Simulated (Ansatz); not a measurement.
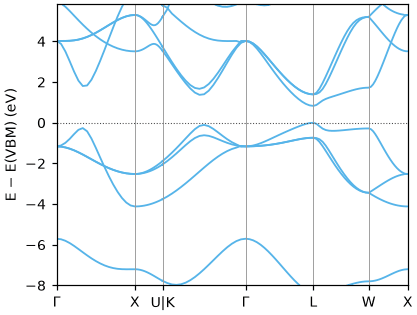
Fig. 1. Band structure from the program Ansatz at the PBE level (PAW)

Q: Read off the gap and where the band edges lie.

A: About 0.8 eV (0.83 eV by a search for the band edges); maximum at L, minimum at L.

The material is TePb (rock salt, space group No. 225).

Space group Fm-3m (rock salt). The cell was relaxed with PBE under the symmetry of its start. Spin–orbit coupling is left out wherever it is not named.

Potentials: the later of the program's two PAW sets.
